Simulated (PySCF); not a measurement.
# CH3N, SMILES `C=N`: electronic structure

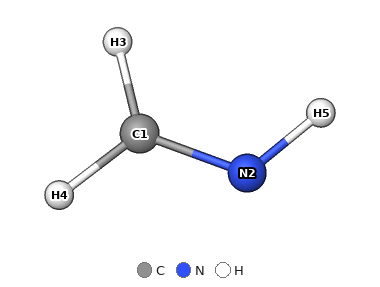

The molecule, with its atoms numbered as below. No frequency check shows the geometry to be a minimum.

Cartesian coordinates (Å):

```
C1       0.5811   -0.0314    0.0000
N2      -0.6544    0.1480    0.0000
H3       1.1009   -0.9959    0.0000
H4       1.2167    0.8461    0.0000
H5      -1.2232   -0.6985    0.0000
```

Part 1: Bonding charge

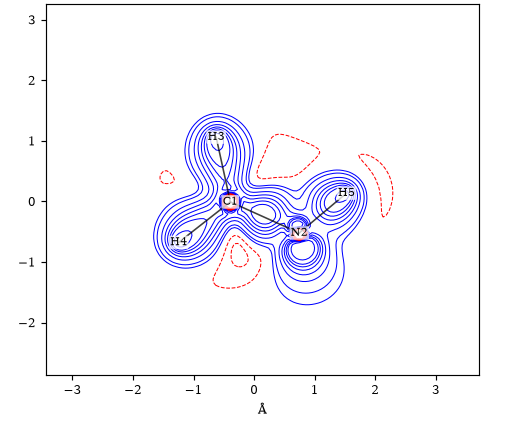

Deformation density (molecule less spherical, spin-averaged free atoms) in the molecular plane; contours at ±0.05 to ±0.8 e/Å³; solid blue lines: gain, dashed red lines: loss.

PySCF calculation, CAM-B3LYP/6-31G*, gas phase; geometry: GFN2-xTB.

**How much density has each bond in this plane gained at its critical point, relative to the free atoms?**

N2–H5: +0.77 e/Å³ at the bond critical point (bond length 1.02 Å, Mayer order 0.9). C1–H4: +0.71 e/Å³ at the bond critical point (bond length 1.08 Å, Mayer order 0.9). C1–H3: +0.68 e/Å³ at the bond critical point (bond length 1.10 Å, Mayer order 0.9). C1–N2: +0.65 e/Å³ at the bond critical point (bond length 1.25 Å, Mayer order 2.1). In all, 1.1 electrons gather in the regions of gain relative to the promolecule.

**Where do the Hirshfeld charges lie?**

The highest Hirshfeld charge is on H5 (+0.12 e), the lowest on N2 (−0.23 e).

Part 2: Bond critical points

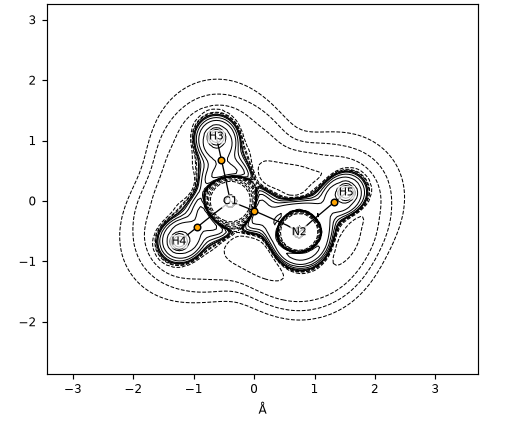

Negative Laplacian of the density (−∇²ρ) in the molecular plane (solid lines positive, dashed lines negative, contours at ±0.02 to ±8 a.u.), with bond paths and bond critical points (dots).

**Sort the bonds in the plane by the sign of ∇²ρ at their critical points.**

Concentrated (∇²ρ < 0): C1–N2 (−0.39 a.u.); N2–H5 (−1.62 a.u.); C1–H4 (−1.04 a.u.); C1–H3 (−0.95 a.u.). At none is it depleted.

**Where along N2–H5 does the critical point lie?**

0.76 Å from N2 and 0.26 Å from H5.

Part 3: Local ionisation energy

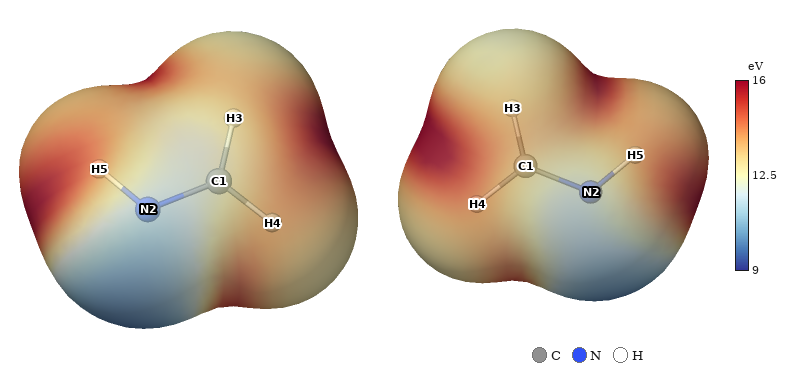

Average local ionisation energy on the surface of electron density 0.001 a.u. (back view left, front view right).

**Locate the minima of the map.**

The lowest value is 9.7 eV, 1.9 Å from N2. Further minima include 12.3 eV, 1.4 Å from H3; 13.3 eV, 1.3 Å from H5. For comparison, the highest occupied orbital lies at −8.7 eV.

Part 4: Localised orbitals

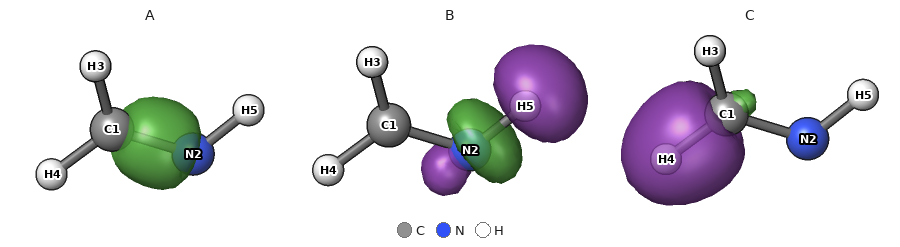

Intrinsic bond orbitals (IBO), occupied and valence-virtual; each surface holds about 70 % of the orbital's density. Energies are diagonal elements of the Fock matrix.

Computed with PySCF, TPSS/def2-SVP, geometry: GFN2-xTB.

**Name the orbitals, with their atomic make-up and energies.**

By panel:
- A: σ bond N2–C1 (N2 56 %, C1 44 %; −19.3 eV)
- B: σ* orbital H5–N2 (H5 62 %, N2 38 %; 7.4 eV)
- C: σ bond C1–H4 (C1 57 %, H4 42 %; −12.6 eV)

**Which has the smallest and which the largest spatial spread?**

Smallest: A (0.66 Å); largest: B (1.02 Å).

**How do all the valence pairs divide up?**

6 pairs: 4 σ bonds, 1 two-centre π bond and 1 lone pair.

Part 5: Stretching a bond

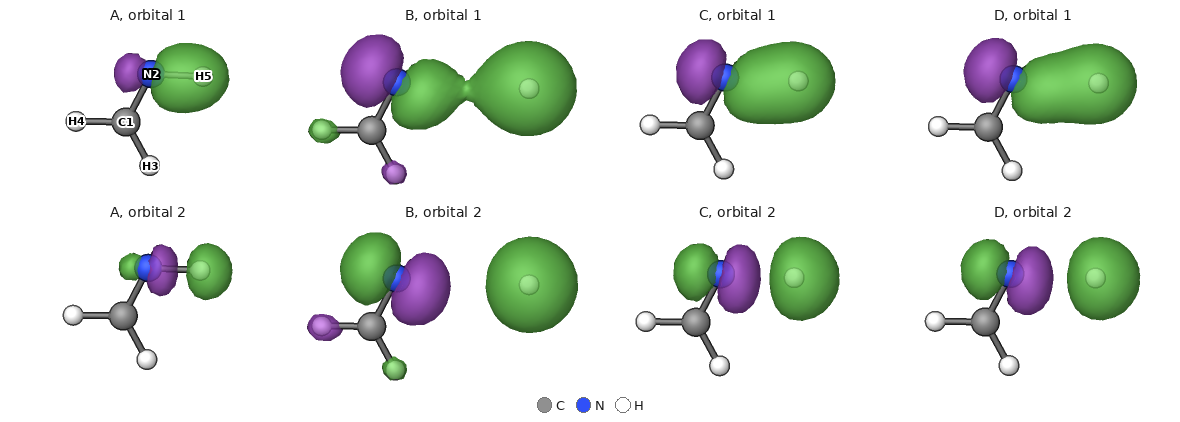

Rigid stretch of the N2–H5 bond. The two CASSCF(2,2) natural orbitals nearest half filling (orbital 1 the more occupied).

PySCF calculation, def2-TZVP basis, gas phase; geometry: GFN2-xTB.

**The columns are at 1.12, 1.58, 1.84 and 2.86 Å, in some order. Assign them, and give the occupations.**

A: 1.12 Å, occupations 1.97 and 0.03. B: 2.86 Å, occupations 1.19 and 0.81. C: 1.58 Å, occupations 1.86 and 0.14. D: 1.84 Å, occupations 1.72 and 0.28.

UHF's ⟨S²⟩ passes 1 along the scan (up to 1.20), so it also polarises electrons outside the stretched bond; its energy lowering isn't due to that bond alone.

**Where does the UHF solution part from RHF?**

Between 1.38 Å (⟨S²⟩ = 0, the two coincide) and 1.58 Å (⟨S²⟩ = 0.64); at 2.86 Å ⟨S²⟩ is 1.20 and UHF lies 4.5 eV below RHF.

**How much energy does the stretch cost?**

By CASSCF, 3.5 eV from the lowest point of the scan (1.02 Å) to 2.86 Å; RHF gives 7.2 eV from its own lowest point. The fragments aren't relaxed and dynamic correlation is missing, so this isn't a bond dissociation energy.
